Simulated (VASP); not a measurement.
Ga2AsN

Input

```
SYSTEM = Ga2AsN
PREC = Accurate
ENCUT = 520
EDIFF = 1E-7
ISMEAR = -1
SIGMA = 0.02
LREAL = .False.
LASPH = .True.
NELM = 100
ALGO = Normal
ISIF = 2
LWAVE = .False.
LCHARG = .True.
GGA = PE
LELF = .True.
LVHAR = .True.
NBANDS = 26
```

Run with:

```sh
cat potpaw_PBE.64/N/POTCAR potpaw_PBE.64/Ga_d/POTCAR potpaw_PBE.64/As/POTCAR > POTCAR
mpirun -np 1 vasp_std > vasp.out
```

Below, planes, directions and counts refer to the conventional cell (a = 3.46 Å, b = 3.46 Å, c = 4.85 Å, α = 90.00°, β = 90.00°, γ = 90.00°).

Space group P4/mmm; a generated structure, not necessarily the stable one; computed pressure about 5 GPa in this cell.

Computed with Kohn-Sham DFT of a periodic cell, PBE, VASP PAW PBE potentials, recommended in VASP.

Predict the valence pseudo-density and electron localisation function between the atoms.

Answer. Ga–N (2.42 Å): ρ is about 0.3 e/Å³ halfway; the ELF peaks at about 0.85 in the valence shell of N, 0.7 Å from its nucleus, and drops to about 0.20 between the two atoms: no shared electron pair shows on this line.
Ga–As (2.42 Å): ρ is about 0.48 e/Å³ halfway; the ELF is about 0.70 at the midpoint.

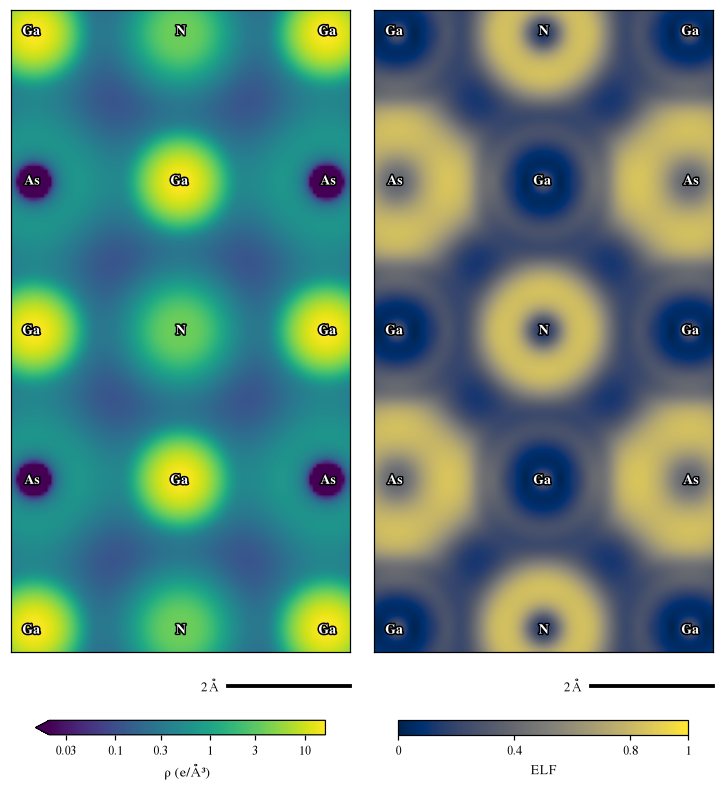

Computed valence pseudo-density and electron localisation function on the (11̄0) plane of the conventional cell, in this order. 

In a PAW calculation such maps are meaningful between the atoms, not at the nuclei.
